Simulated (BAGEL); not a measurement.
# SiN2H5OF (SMILES N[Si](N)(O)F) at HF/cc-pVDZ (density fitting with cc-pvqz-jkfit)

Aim: the vertical singlet–triplet gap of SiN2H5OF at HF/cc-pVDZ (density fitting with cc-pvqz-jkfit), from 2 runs. 

The calculation is run with BAGEL 1.2.2.

## (1) Starting point

SiN2H5OF: 10 atoms, total charge 0, spin state singlet. As SMILES, `N[Si](N)(O)F`. The coordinates come from a PBE0-D4/def2-TZVP relaxation. This is one conformer, not always the lowest.

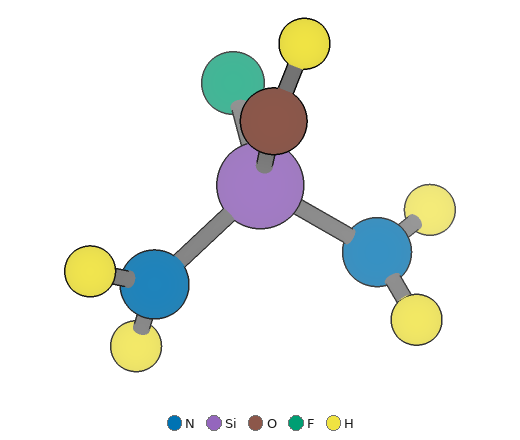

Viewed from a chosen angle; nitrogen blue, silicon purple, oxygen brown, fluorine teal, hydrogen yellow.

## (2) The energy at HF/cc-pVDZ (density fitting with cc-pvqz-jkfit)

hf.json

```json
{ "bagel": [

{
  "title": "molecule",
  "basis": "cc-pvdz.json",
  "df_basis": "cc-pvqz-jkfit",
  "angstrom": true,
  "geometry": [
    { "atom": "N", "xyz": [      -0.415800,       1.495400,      -0.024800 ] },
    { "atom": "Si", "xyz": [       0.063400,      -0.096400,      -0.298300 ] },
    { "atom": "N", "xyz": [      -0.488700,      -1.065100,       0.977800 ] },
    { "atom": "O", "xyz": [       1.671000,       0.022600,      -0.585100 ] },
    { "atom": "F", "xyz": [      -0.553900,      -0.827100,      -1.586600 ] },
    { "atom": "H", "xyz": [      -1.328300,       1.723100,       0.327300 ] },
    { "atom": "H", "xyz": [       0.046600,       2.272000,      -0.464100 ] },
    { "atom": "H", "xyz": [      -0.741200,      -2.027100,       0.831100 ] },
    { "atom": "H", "xyz": [      -0.238900,      -0.873700,       1.932500 ] },
    { "atom": "H", "xyz": [       2.068800,      -0.674900,      -1.106900 ] }
  ]
},

{
  "title": "hf"
},

{
  "title": "print",
  "file": "orbitals.molden",
  "orbitals": true
}

]}
```

The basis set cc-pVDZ is read from a file made from the Basis Set Exchange's data (not shown).

On the command line:

```sh
$ BAGEL_NUM_THREADS=1 BAGEL hf.json > hf.out
```

What it wrote:

```text
* using 1 threads per process

  ===============================================================
  ===============================================================

  *** Geometry ***

  { "atom" : "N", "xyz" : [     -0.785748,      2.825896,     -0.046865 ] },
  { "atom" : "Si", "xyz" : [      0.119809,     -0.182170,     -0.563705 ] },
  { "atom" : "N", "xyz" : [     -0.923509,     -2.012747,      1.847774 ] },
  { "atom" : "O", "xyz" : [      3.157732,      0.042708,     -1.105679 ] },
  { "atom" : "F", "xyz" : [     -1.046719,     -1.562992,     -2.998239 ] },
  { "atom" : "H", "xyz" : [     -2.510123,      3.256187,      0.618507 ] },
  { "atom" : "H", "xyz" : [      0.088061,      4.293458,     -0.877022 ] },
  { "atom" : "H", "xyz" : [     -1.400665,     -3.830664,      1.570551 ] },
  { "atom" : "H", "xyz" : [     -0.451456,     -1.651054,      3.651896 ] },
  { "atom" : "H", "xyz" : [      3.909465,     -1.275376,     -2.091738 ] },

  Number of auxiliary basis functions:      827

  Since a DF basis is specified, we compute 2- and 3-index integrals:
    o Being stored without compression. Storage requirement is 0.065 GB

  Number of basis functions:       99
  Number of electrons      :       50

    * METHOD: MOLECULE                             1.17

  *** RHF ***

  === Nuclear Repulsion ===
   266.0847175241

      * DIIS with orbital gradients will be used.

  === RHF iteration (cc-pvdz.json) ===
      0       -574.79389387          0.01975980           0.24
      1       -575.11596955          0.01119233           0.24
      2       -575.23360273          0.00119402           0.27
      3       -575.23488077          0.00039341           0.24
      4       -575.23501164          0.00009523           0.26
      5       -575.23502057          0.00001920           0.24
      6       -575.23502099          0.00000636           0.22
      7       -575.23502105          0.00000146           0.26
      8       -575.23502105          0.00000064           0.22
      9       -575.23502105          0.00000018           0.22
     10       -575.23502105          0.00000007           0.22
     11       -575.23502105          0.00000003           0.23
     12       -575.23502105          0.00000001           0.21
    * SCF iteration converged.

    * Permanent dipole moment:
           (   -0.009423,     0.120337,    -0.494185) a.u.

    * METHOD: HF                                   3.53

    * METHOD: PRINT                                0.05

  ===============================================================
```

Wall time 5.4 s (1 thread of AMD EPYC 7R43 (Zen 3), shared host); peak memory 0.21 GiB.

## (3) The triplet, same level

hf.json, as its differences from that of step 2:

```diff
@@ -22,3 +22,4 @@
 {
-  "title": "hf"
+  "title": "uhf",
+  "nopen": 2
 },
```

The basis set cc-pVDZ is read from a file made from the Basis Set Exchange's data (not shown).

On the command line:

```sh
$ BAGEL_NUM_THREADS=1 BAGEL hf.json > hf.out
```

What it wrote:

```text
* using 1 threads per process

  ===============================================================
  ===============================================================

  *** Geometry ***

  { "atom" : "N", "xyz" : [     -0.785748,      2.825896,     -0.046865 ] },
  { "atom" : "Si", "xyz" : [      0.119809,     -0.182170,     -0.563705 ] },
  { "atom" : "N", "xyz" : [     -0.923509,     -2.012747,      1.847774 ] },
  { "atom" : "O", "xyz" : [      3.157732,      0.042708,     -1.105679 ] },
  { "atom" : "F", "xyz" : [     -1.046719,     -1.562992,     -2.998239 ] },
  { "atom" : "H", "xyz" : [     -2.510123,      3.256187,      0.618507 ] },
  { "atom" : "H", "xyz" : [      0.088061,      4.293458,     -0.877022 ] },
  { "atom" : "H", "xyz" : [     -1.400665,     -3.830664,      1.570551 ] },
  { "atom" : "H", "xyz" : [     -0.451456,     -1.651054,      3.651896 ] },
  { "atom" : "H", "xyz" : [      3.909465,     -1.275376,     -2.091738 ] },

  Number of auxiliary basis functions:      827

  Since a DF basis is specified, we compute 2- and 3-index integrals:
    o Being stored without compression. Storage requirement is 0.065 GB

  Number of basis functions:       99
  Number of electrons      :       50

    * METHOD: MOLECULE                             1.23

  *** Open-shell HF ***

  === Nuclear Repulsion ===
   266.0847175241

      * DIIS with orbital gradients will be used.

  === UHF iteration (cc-pvdz.json) ===
      0       -574.48668739          0.03667697           0.49
      1       -574.80385203          0.02607041           0.46
      2       -574.91743443          0.01463260           0.45
      3       -574.98140371          0.00216359           0.49
      4       -574.98800456          0.00113280           0.44
      5       -574.99007052          0.00049847           0.41
      6       -574.99081506          0.00021404           0.43
      7       -574.99093977          0.00012472           0.44
      8       -574.99097468          0.00004860           0.46
      9       -574.99098044          0.00002806           0.42
     10       -574.99098147          0.00001555           0.44
     11       -574.99098185          0.00000832           0.47
     12       -574.99098197          0.00000487           0.45
     13       -574.99098202          0.00000279           0.43
     14       -574.99098203          0.00000205           0.46
     15       -574.99098205          0.00000138           0.43
     16       -574.99098206          0.00000100           0.43
     17       -574.99098206          0.00000072           0.43
     18       -574.99098207          0.00000048           0.44
     19       -574.99098207          0.00000025           0.45
     20       -574.99098207          0.00000013           0.49
     21       -574.99098207          0.00000007           0.47
     22       -574.99098207          0.00000005           0.46
     23       -574.99098207          0.00000003           0.45
     24       -574.99098207          0.00000002           0.46
     25       -574.99098207          0.00000002           0.46
     26       -574.99098207          0.00000001           0.47
     27       -574.99098207          0.00000001           0.43
    * SCF iteration converged.

    * S^2 (UHF) is 2.0072

    * Permanent dipole moment:
           (   -0.050774,    -0.692495,     0.425792) a.u.

    * METHOD: UHF                                 13.10

    * METHOD: PRINT                                0.05

  ===============================================================
```

Run time: 15 s. Hardware: 1 thread of AMD EPYC 7R43 (Zen 3), shared host; peak memory 0.21 GiB.

## (4) Results

Level: HF/cc-pVDZ (density fitting with cc-pvqz-jkfit).

```
                                        quantity          value
                           singlet: total energy  -575.23502 Eh
                          singlet: dipole moment         1.29 D
                            singlet: HOMO energy      -11.24 eV
                            singlet: LUMO energy        4.65 eV
                          singlet: HOMO–LUMO gap       15.90 eV
                           triplet: total energy  -574.99098 Eh
                          triplet: dipole moment         2.07 D
                                   triplet: ⟨S²⟩          2.007
vertical energy of the triplet above the singlet       6.641 eV
```

What this shows: At this shape the triplet lies 6.64 eV (641 kJ/mol) above the singlet.
